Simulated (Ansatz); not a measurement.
The starting structures come from a database of crystals and need not be the phases stable at ambient conditions.

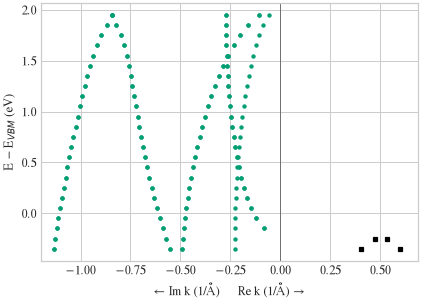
Figure. Complex bands at the centre of the two-dimensional zone; Ansatz (an electronic-structure program) with PBEsol

The gap is the functional's own. No spin-orbit coupling. Mid-gap values are those at the computed energy nearest the middle.

Q: This is TlBr (Pm-3m, CsCl type, 2 atoms a cell, 31.5 Å³ an atom) along the normal of (111). Read off the slowest decay at the centre of the two-dimensional zone at 0.85 eV, the computed energy nearest the middle of the gap.

A: κ ≈ 0.20 1/Å, a decay length 1/(2κ) of the density of 2.6 Å.
